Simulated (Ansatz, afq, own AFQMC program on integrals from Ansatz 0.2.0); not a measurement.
# SiH (doublet): AFQMC on the coupled-cluster ladder at distance Si1–H2 = 1.532 Å, cc-pVTZ, part 2 of 2

Ansatz 0.2.0, Gaussian basis, and an in-house AFQMC program (afq) on its integrals; all values are calculated; cc-pVTZ, frozen cores. Earlier steps stand in the parts before.

## Step 14: Phaseless AFQMC, CISD trial on UHF

It reads the integrals that the CCSD(T) run on this determinant wrote.

The run is started by

```sh
afq ham --method phaseless --trial cisd --walkers 4000 --populations 20 --least-time 60 --time-step 0.005 --steps-per-block 50 --equilibration-blocks 28 --max-blocks 4000 --target-error 0.00014 --factor-cut 1e-05 --start spin_pure --seed 3628 --release-times 0.24,0.51,0.99,1.62,2.4 --release-step 0.03 --release-every 3 --taylor-order 6
```

The log of the run:

```text
orbitals 43  electrons 3 2  factors 270 of 280
reference energy -289.43887355 Eh
CCSD correlation -0.10465019 Eh in 11 cycles, weight of the determinant in the CISD state 0.9159
energy of the start -289.543283 Eh
 block  time / (1/Eh)  mean weight  energy / Eh
     1     0.250  1.0000  -289.543128
     2     0.500  0.9999  -289.543598
     3     0.750  1.0000  -289.544201
     4     1.000  0.9999  -289.544769
     5     1.250  0.9999  -289.545267
     6     1.500  0.9998  -289.545683
     7     1.750  0.9999  -289.545956
     8     2.000  1.0001  -289.546264
     9     2.250  1.0000  -289.546441
    10     2.500  0.9999  -289.546527
    11     2.750  0.9998  -289.546790
    12     3.000  0.9997  -289.546836
    13     3.250  0.9999  -289.546878
    14     3.500  1.0000  -289.547011
    15     3.750  1.0000  -289.546830
    16     4.000  1.0000  -289.546865
    17     4.250  1.0001  -289.546970
    18     4.500  0.9999  -289.546926
    19     4.750  1.0002  -289.546925
    20     5.000  0.9998  -289.546943
    21     5.250  0.9998  -289.546807
    22     5.500  0.9998  -289.547019
    23     5.750  1.0001  -289.546923
    24     6.000  0.9998  -289.547056
    25     6.250  0.9998  -289.547134
    26     6.500  1.0001  -289.547032
    27     6.750  0.9998  -289.547203
    28     7.000  1.0001  -289.546983
    29     7.250  1.0000  -289.547093
    30     7.500  1.0000  -289.547073
    31     7.750  1.0000  -289.547056
    32     8.000  0.9999  -289.547167
    33     8.250  1.0000  -289.547313
    34     8.500  0.9998  -289.546869
    35     8.750  1.0002  -289.546821
    36     9.000  0.9999  -289.547064
    37     9.250  1.0000  -289.547084
    38     9.500  1.0000  -289.547102
    39     9.750  1.0001  -289.547192
    40    10.000  1.0001  -289.547197
    41    10.250  1.0000  -289.547047
    42    10.500  1.0000  -289.547226
    43    10.750  0.9999  -289.547383
    44    11.000  1.0000  -289.547039
    45    11.250  1.0001  -289.547288
    46    11.500  1.0000  -289.547230
    47    11.750  0.9997  -289.547170
    48    12.000  1.0000  -289.547207
    49    12.250  1.0002  -289.547517
    50    12.500  0.9999  -289.547415
    51    12.750  1.0000  -289.547155
    52    13.000  1.0000  -289.547007
    53    13.250  1.0000  -289.547023
    54    13.500  1.0000  -289.546986
    55    13.750  1.0002  -289.546776
    56    14.000  0.9998  -289.546644
    57    14.250  0.9999  -289.546718
    58    14.500  1.0001  -289.546732
    59    14.750  0.9999  -289.546775
    60    15.000  1.0001  -289.546789
    61    15.250  0.9997  -289.546888
    62    15.500  1.0000  -289.546975
    63    15.750  1.0002  -289.546705
    64    16.000  1.0000  -289.547226
    65    16.250  1.0000  -289.547101
    66    16.500  1.0000  -289.546794
    67    16.750  0.9997  -289.546889
    68    17.000  1.0001  -289.546600
    69    17.250  1.0000  -289.546726
    70    17.500  1.0000  -289.546692
    71    17.750  1.0000  -289.547156
    72    18.000  1.0001  -289.547153
    73    18.250  1.0001  -289.547072
    74    18.500  1.0001  -289.547408
    75    18.750  0.9998  -289.547138
    76    19.000  0.9997  -289.547124
    77    19.250  1.0000  -289.547039
    78    19.500  1.0000  -289.547097
error from the spread of 20 populations
released: time / (1/Eh)  energy / Eh  error  mean overlap
  0.24  -289.547142  0.000056  0.9991
  0.51  -289.547235  0.000050  0.9973
  0.99  -289.547313  0.000039  0.9928
  1.62  -289.547323  0.000041  0.9939
  2.40  -289.547387  0.000038  0.9928
energy -289.547039 +/- 0.000062 Eh
```

Run time: 26 s. Hardware: 1 × NVIDIA H100 80GB HBM3 with 2 threads of AMD EPYC 7R13 (Zen 3), shared host; peak host memory 1.5 GiB.

Energy -7878.9763 ± 0.0017 eV. Caveats: constraint bias not in the error.

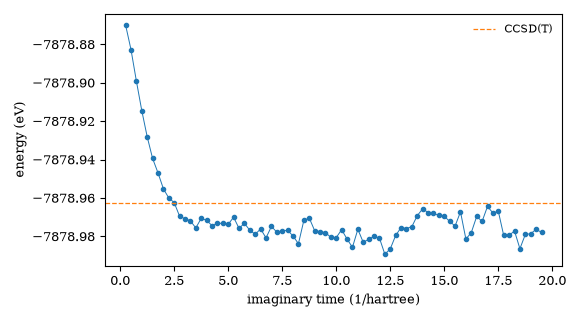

Block energies along the walk.

## Step 15: Phaseless AFQMC, single-determinant trial on UHF

It reads the integrals that the CCSD(T) run on this determinant wrote.

The run is started by

```sh
afq ham --method phaseless --trial hf --walkers 4000 --populations 20 --least-time 40 --time-step 0.005 --steps-per-block 20 --equilibration-blocks 112 --max-blocks 4000 --target-error 0.0006999999999999999 --factor-cut 1e-05 --start spin_pure --seed 9625 --taylor-order 6
```

The log of the run:

```text
orbitals 43  electrons 3 2  factors 270 of 280
reference energy -289.43887355 Eh
CCSD correlation -0.10465019 Eh in 11 cycles, weight of the determinant in the CISD state 0.9159
energy of the start -289.439140 Eh
 block  time / (1/Eh)  mean weight  energy / Eh
     1     0.100  1.0003  -289.456326
     2     0.200  1.0006  -289.469504
     3     0.300  1.0004  -289.480338
     4     0.400  1.0006  -289.489024
     5     0.500  1.0005  -289.495633
     6     0.600  1.0003  -289.501241
     7     0.700  1.0005  -289.506820
     8     0.800  1.0003  -289.511882
     9     0.900  1.0004  -289.515892
    10     1.000  1.0000  -289.518299
    13     1.300  1.0000  -289.525931
    17     1.700  1.0000  -289.533732
    21     2.100  1.0001  -289.537748
    25     2.500  0.9999  -289.544133
    29     2.900  0.9999  -289.541771
    33     3.300  1.0002  -289.543313
    37     3.700  1.0000  -289.542906
    41     4.100  0.9999  -289.543460
    45     4.500  1.0000  -289.542972
    49     4.900  1.0002  -289.543751
    53     5.300  1.0000  -289.546069
    57     5.700  1.0000  -289.546285
    61     6.100  1.0000  -289.547691
    65     6.500  0.9998  -289.546189
    69     6.900  1.0000  -289.547242
    73     7.300  1.0000  -289.545522
    77     7.700  1.0000  -289.543825
    81     8.100  1.0001  -289.545986
    85     8.500  1.0001  -289.545625
    89     8.900  1.0000  -289.546678
    93     9.300  1.0001  -289.545708
    97     9.700  1.0000  -289.544155
   101    10.100  0.9998  -289.544676
   105    10.500  1.0000  -289.547283
   109    10.900  1.0003  -289.545240
   113    11.300  1.0001  -289.545876
   117    11.700  0.9998  -289.545928
   121    12.100  1.0000  -289.546044
   125    12.500  1.0002  -289.547580
   129    12.900  0.9999  -289.547975
   133    13.300  0.9997  -289.545256
   137    13.700  1.0004  -289.545362
   141    14.100  1.0001  -289.543668
   145    14.500  1.0002  -289.542419
   149    14.900  1.0003  -289.543075
   153    15.300  0.9999  -289.543636
   157    15.700  0.9998  -289.542665
   161    16.100  1.0001  -289.544325
   165    16.500  0.9998  -289.543643
   169    16.900  1.0001  -289.543450
   173    17.300  0.9998  -289.544471
   177    17.700  1.0000  -289.544615
   181    18.100  1.0000  -289.545948
   185    18.500  1.0002  -289.544650
   189    18.900  1.0001  -289.544260
error from the spread of 20 populations
energy -289.544755 +/- 0.000597 Eh
```

Wall time 12 s (1 × NVIDIA H100 80GB HBM3 with 2 threads of AMD EPYC 7R13 (Zen 3), shared host); peak host memory 1.5 GiB.

Energy -7878.9142 ± 0.0162 eV. Caveats: constraint bias not in the error.

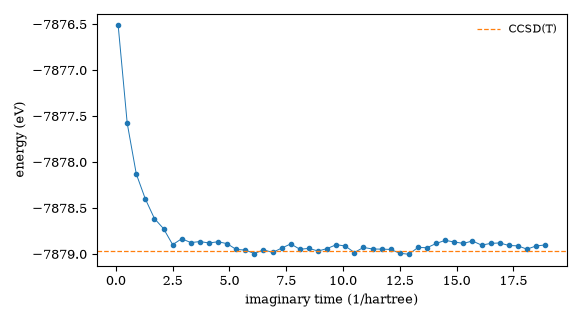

Block energies along the walk.

## Step 16: Free-projection AFQMC, CISD trial on UHF

It reads the integrals that the CCSD(T) run on this determinant wrote.

The run is started by

```sh
afq ham --method free --trial cisd --walkers 4000 --time-step 0.03 --max-blocks 4000 --target-error 0.00028 --factor-cut 1e-05 --seed 4058 --times 0,0.3,0.6,1.2,1.8,2.4,3.6,4.8,6 --taylor-order 8
```

The log of the run:

```text
orbitals 43  electrons 3 2  factors 270 of 280
reference energy -289.43887355 Eh
CCSD correlation -0.10465019 Eh in 11 cycles, weight of the determinant in the CISD state 0.9159
repeat  energy at the last time / Eh  error
    10  -289.547427  0.000062
    20  -289.547381  0.000110
    30  -289.547390  0.000076
time / (1/Eh)  energy / Eh  error  mean overlap
  0.00  -289.543516  0.000007  1.0917
  0.30  -289.545344  0.000009  1.0920
  0.60  -289.546190  0.000012  1.0924
  1.20  -289.546885  0.000017  1.0956
  1.80  -289.547157  0.000021  1.0967
  2.40  -289.547283  0.000021  1.0947
  3.60  -289.547419  0.000020  1.0929
  4.80  -289.547424  0.000056  1.0906
  6.00  -289.547397  0.000074  1.0876
energy -289.547397 +/- 0.000074 Eh
```

Wall time 24 s (1 × NVIDIA H100 80GB HBM3 with 2 threads of AMD EPYC 7R13 (Zen 3), shared host); peak host memory 1.5 GiB.

Energy -7878.9861 ± 0.0020 eV. The run doesn't count as converged. Caveats: remainder of the start not in the error; phase noise grows fast.

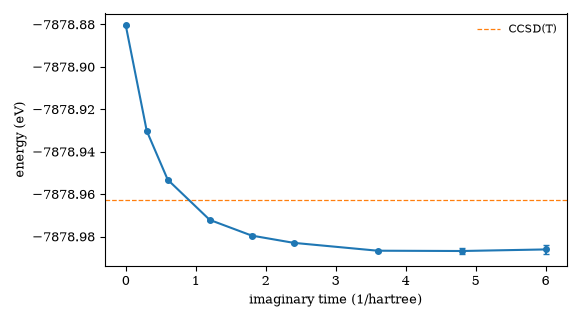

Energy against projection time, with error bars.

## Step 17: AFQMC on the ladder

The full CI on restricted orbitals is not used as the yardstick for these unrestricted rows.

On the UHF determinant, counted from CCSDTQ (a yardstick, not exact):

```
                                                              level  energy (eV)  from CCSDTQ (kJ/mol)  statistical error (kJ/mol)  time
                                                                 HF   -7876.0330                +285.0                                  
                                                                MP2   -7878.2258                 +73.4                                  
                                                               CCSD   -7878.8807                 +10.2                                  
                                                            CCSD(T)   -7878.9626                  +2.3                                  
                                                           CCSDT(Q)   -7878.9863                   0.0                                  
                                                             CCSDTQ   -7878.9866                   0.0                                  
              Phaseless AFQMC, CISD trial, step 0.005, 4000 walkers   -7878.9763                  +1.0                         0.2  26 s
Phaseless AFQMC, single-determinant trial, step 0.005, 4000 walkers   -7878.9142                  +7.0                         1.6  12 s
```

The functionals' totals stand on their own zeros and serve differences with other points: PBE -7886.953 eV; r2SCAN -7890.227 eV; PBE0 -7887.715 eV; B3LYP -7891.769 eV; wB97M-V -7890.471 eV; B2PLYP -7887.839 eV.

## Step 18: Summary of results

The summary covers parts 1 to 2.

```
                                                    quantity              value
                                  CCSD(T) on UHF from CCSDTQ        +2.3 kJ/mol
              Phaseless AFQMC, CISD trial on UHF from CCSDTQ  +1.0 ± 0.2 kJ/mol
Phaseless AFQMC, single-determinant trial on UHF from CCSDTQ  +7.0 ± 1.6 kJ/mol
```

**Reading.** On UHF the phaseless walk with the CISD trial lies +1.0 kJ/mol from CCSDTQ, 6 times its error bar. A single-determinant trial moves the result by +6.0 kJ/mol. Error bars are statistical and leave out the constraint, the time step and what remains of the start.
